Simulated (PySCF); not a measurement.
**C$_{4}$H$_{5}$NS, charge −1, doublet, SMILES `CC1=NS[CH][CH-]1`: what the electrons do**

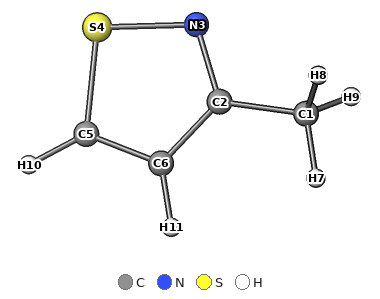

The molecule, with its atoms numbered as below. No frequency check shows the geometry to be a minimum.

Cartesian coordinates (Å):

```
C1       2.4113    0.2390   -0.0006
C2       0.9308   -0.0035    0.0011
N3       0.1096    1.0778    0.0013
S4      -1.4952    0.5442   -0.0002
C5      -1.0570   -1.1627   -0.0031
C6       0.3347   -1.2482    0.0015
H7       2.9469   -0.7117    0.0020
H8       2.7163    0.8146    0.8766
H9       2.7149    0.8089   -0.8860
H10     -1.8133   -1.9226    0.0049
H11      0.8730   -2.1889    0.0019
```

Part 1: Bonding charge

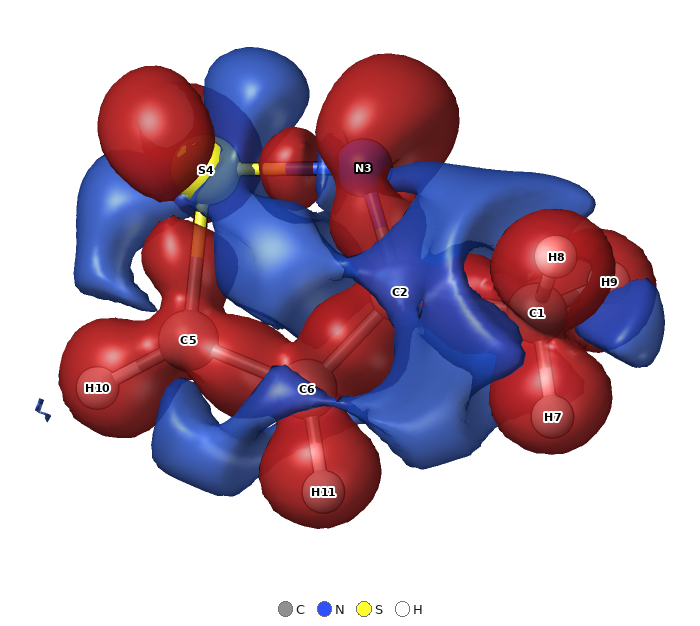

Deformation density (molecule less spherical, spin-averaged free atoms at the same positions), surfaces at ±0.04 e/Å³; red: gain, blue: loss.

Level of theory: B3LYP/def2-SVPD (PySCF), at a geometry from GFN2-xTB. The highest occupied Kohn–Sham orbital has positive energy, a self-interaction fault of such functionals for anions. The stability of the open-shell solution wasn't checked. GFN2-xTB doesn't know the spin state, so this open-shell geometry is rough.

> Describe the bonding that the map shows.

The five largest and four smallest: C5–H10: +0.65 e/Å³ at the bond critical point (bond length 1.07 Å). C1–H8: +0.64 e/Å³ at the bond critical point (bond length 1.09 Å). C1–H7: +0.64 e/Å³ at the bond critical point (bond length 1.09 Å). C1–H9: +0.64 e/Å³ at the bond critical point (bond length 1.10 Å). C6–H11: +0.64 e/Å³ at the bond critical point (bond length 1.08 Å). C1–C2: +0.48 e/Å³ at the bond critical point (bond length 1.50 Å). C2–N3: +0.47 e/Å³ at the bond critical point (bond length 1.36 Å). S4–C5: +0.30 e/Å³ at the bond critical point (bond length 1.76 Å). N3–S4: +0.07 e/Å³ at the bond critical point (bond length 1.69 Å); up to 0.6 Å beside the axis the gain reaches +0.25 e/Å³. In all, 2.9 electrons gather in the regions of gain relative to the promolecule of neutral atoms (this includes the anion's extra charge). A small or negative value marks a very polar bond, one between electron-rich atoms, whose free-atom densities already overlap strongly, a long bond to a heavier atom, or a closed-shell contact such as a hydrogen bond.

Part 2: Bond critical points

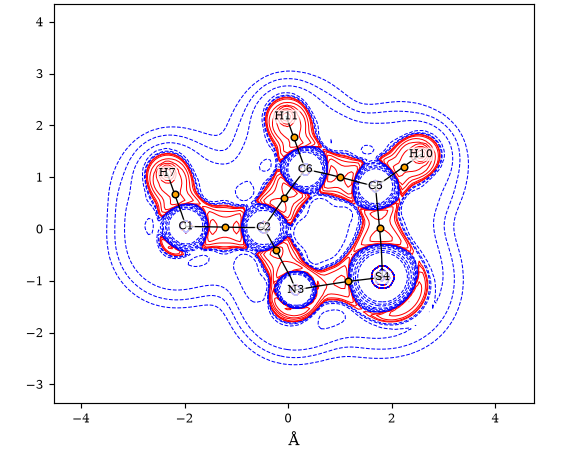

Negative Laplacian of the density (−∇²ρ) in a plane through 9 of the atoms (solid red lines positive, dashed blue lines negative, contours at ±0.02 to ±8 a.u.), with bond paths and bond critical points (dots).

> Sort the bonds in the plane by the sign of ∇²ρ at their critical points.

Concentrated (∇²ρ < 0): C2–N3 (−1.01 a.u.); C2–C6 (−0.78 a.u.); C5–C6 (−0.72 a.u.); C5–H10 (−0.99 a.u.); C1–H7 (−0.97 a.u.); C6–H11 (−0.97 a.u.); C1–C2 (−0.60 a.u.); N3–S4 (−0.16 a.u.); S4–C5 (−0.38 a.u.). At none is it depleted.

> Where along C2–N3 does the critical point lie?

0.50 Å from C2 and 0.86 Å from N3.

Part 3: Electrostatic potential

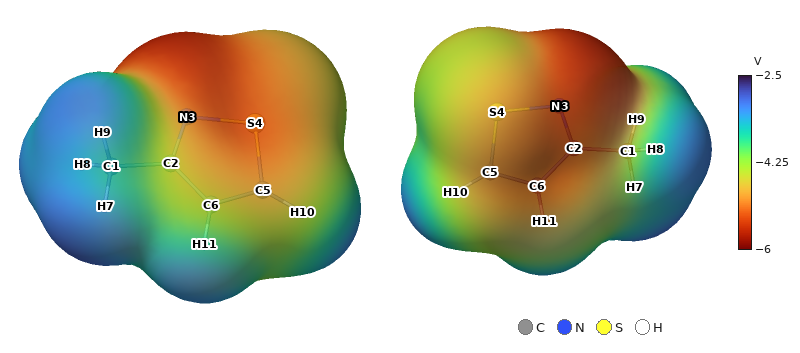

Electrostatic potential on the surface of electron density 0.001 a.u. (back view left, front view right).

> Where are the extremes of the potential on the surface?

Highest: −2.87 V, 1.4 Å from H7. Lowest: −5.68 V, 2.0 Å from N3. The surface is sampled at points, so like sites can differ by a few per cent and only the strongest of them is named.

> What volume does the surface enclose?

About 140 Å³.

Part 4: Spin density

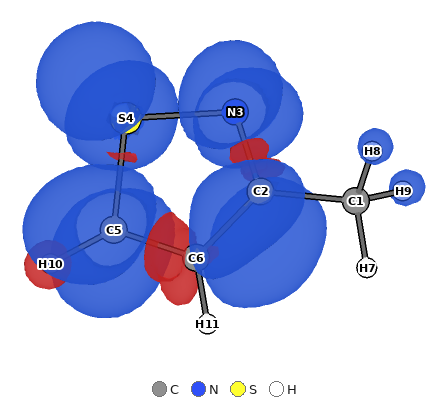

Spin density ρα − ρβ at ±0.01 e/Å³ (blue: excess α, red: excess β).

> Where is the unpaired spin?

Hirshfeld spin populations: C5 +0.31, N3 +0.24, S4 +0.22, C2 +0.09 and C6 +0.05. ⟨S²⟩ = 0.76, against 0.75 for a pure state. The picture also shows regions of β spin from spin polarisation; the Hirshfeld sums, whose atoms overlap, net them against the α spin of neighbours.

Part 5: In an electric field

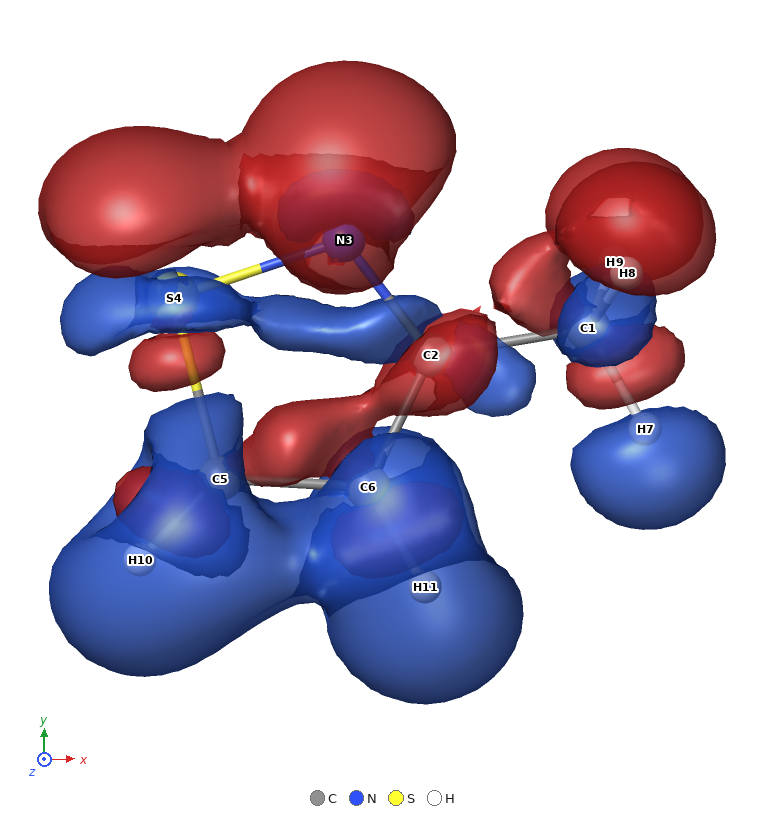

Change of the electron density in a uniform field of 0.10 V/Å, surfaces at ±0.0006 e/Å³ (red: gain, blue: loss).

Method: LDA (SVWN)/def2-SVPD; geometry: GFN2-xTB; program: PySCF. For an anion such functionals hold the outermost electrons too loosely, so the response is rough. The stability of the open-shell solution wasn't checked. GFN2-xTB doesn't know the spin state, so this open-shell geometry is rough.

> Along which Cartesian direction does the field point?

Along −y: electrons gather on the +y side, against the field.

> What dipole is induced, and what polarisability does it imply?

The induced dipole is 0.50 D (along the field); α along this axis, from the fields in both directions, is 99 bohr³ (14.7 Å³).

> Which atoms gain and lose the most charge?

Electrons gather most on S4 (Hirshfeld charge changes by −0.010 e) and leave H11 most (+0.006 e); 0.038 electrons are displaced in all.
